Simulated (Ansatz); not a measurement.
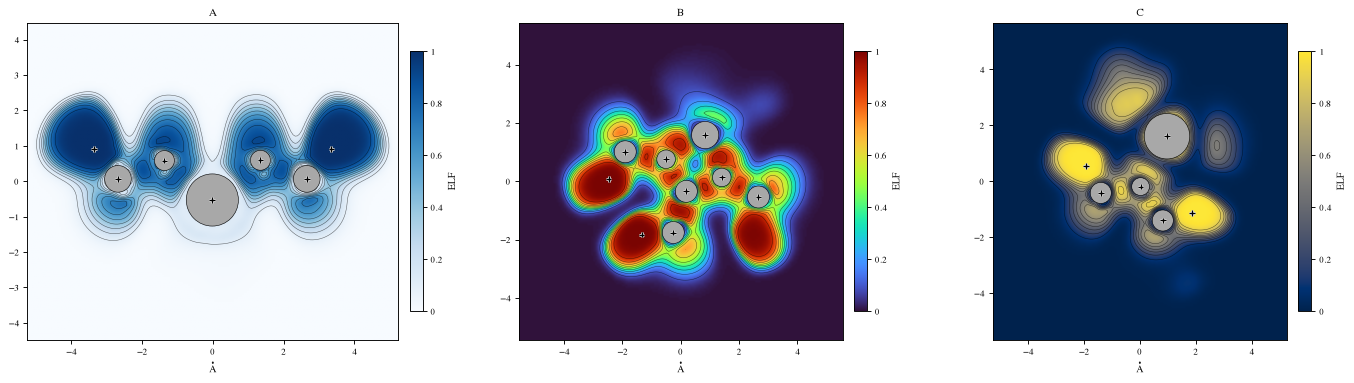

The ELF of 3 systems, each on a plane through atoms (crosses mark nuclei in the plane; grey discs cover the cores).

All numbers below come from RKS PBE0-D4/def2-TZVPP in Ansatz.

System 1: C3H11GeNO3 (SMILES C[O][Ge]([NH2])([O]C)[O]C), the plane of atoms Ge3, O5 and C6. Geometry: PBE0-D4/def2-TZVP.

```xyz
19

C    -0.5503   -1.3906    1.7624
O    -1.0546   -0.7327    0.6192
Ge    0.0445    0.2356   -0.3663
N    -0.9815    0.7260   -1.7734
O     0.7762    1.5345    0.5726
C    -0.0693    2.4703    1.2025
O     1.4675   -0.6664   -0.8548
C     1.3103   -1.7629   -1.7315
H     0.2539   -2.0910    1.5102
H    -0.1651   -0.6828    2.5054
H    -1.3706   -1.9529    2.2132
H    -1.9741    0.7087   -1.5930
H    -0.7198    1.5774   -2.2464
H     0.5627    3.2194    1.6840
H    -0.6997    2.0052    1.9699
H    -0.7252    2.9844    0.4882
H     2.3048   -2.0627   -2.0681
H     0.7062   -1.5057   -2.6083
H     0.8429   -2.6183   -1.2294
```

System 2: C3H11HfNO3, the plane of atoms C2, N3 and Hf5. Geometry: PBE0-D4/def2-TZVP; core potentials replace the inner electrons of Hf.

```xyz
19

C     2.2783    0.1399   -0.8004
C     1.3535   -0.3586    0.3007
N    -0.0326   -0.4995   -0.0987
C    -0.2784   -1.5976   -1.0013
Hf   -1.4166    0.7908    0.6515
O    -0.5795    2.5453    0.6863
O    -2.9744    0.6464   -0.4927
O    -1.8824    0.2896    2.4745
H     1.9464    1.1168   -1.1595
H     3.3018    0.2382   -0.4291
H     2.2997   -0.5470   -1.6491
H     1.7273   -1.3197    0.6889
H     1.4104    0.3448    1.1423
H     0.0424   -2.5562   -0.5658
H     0.2431   -1.4839   -1.9612
H    -1.3452   -1.6743   -1.2247
H    -0.4509    3.4144    1.0509
H    -3.8525    0.8491   -0.7967
H    -1.7903   -0.3385    3.1841
```

System 3: C5H12BClN2 (SMILES CC1=[N+](C)[B-](C)(Cl)N1C), the plane of atoms C2, C1 and H12. Geometry: PBE0-D4/def2-TZVP.

| atom | x (Å) | y (Å) | z (Å) |
| --- | --- | --- | --- |
| C | 1.7383 | -0.9000 | -1.1594 |
| C | 0.6600 | -0.1753 | -0.4477 |
| N | -0.5544 | 0.1177 | -0.8783 |
| C | -1.2887 | -0.4314 | -1.9717 |
| B | -0.8586 | 0.7547 | 0.5399 |
| C | -1.9711 | 0.0356 | 1.4087 |
| Cl | -1.0139 | 2.5950 | 0.4730 |
| N | 0.6457 | 0.3159 | 0.7786 |
| C | 1.7160 | 0.6985 | 1.6410 |
| H | 1.8596 | -0.5033 | -2.1688 |
| H | 1.4848 | -1.9600 | -1.2421 |
| H | 2.6851 | -0.8147 | -0.6285 |
| H | -0.6150 | -0.8275 | -2.7359 |
| H | -1.9020 | 0.3462 | -2.4316 |
| H | -1.9553 | -1.2407 | -1.6505 |
| H | -2.9693 | 0.2321 | 1.0065 |
| H | -1.9659 | 0.4033 | 2.4383 |
| H | -1.8270 | -1.0496 | 1.4399 |
| H | 1.5418 | 0.3280 | 2.6542 |
| H | 1.7954 | 1.7897 | 1.6884 |
| H | 2.6699 | 0.2963 | 1.2926 |

### Which map belongs to which system?

Panel A is system 1, C3H11GeNO3: the plane holds Ge, O, C and H. C–O (1.41 Å): the ELF peaks at about 0.85 between the atoms (a shared but strongly polarised pair). Panel B is system 3, C5H12BClN2: the plane holds C, N, B and H. C–N (1.32 Å): the ELF peaks at about 0.90 between the atoms: localised, covalent bonding. Panel C is system 2, C3H11HfNO3: the plane holds C, N, Hf and H. C–N (1.44 Å): the ELF peaks at about 0.90 between the atoms; localised, covalent bonding.
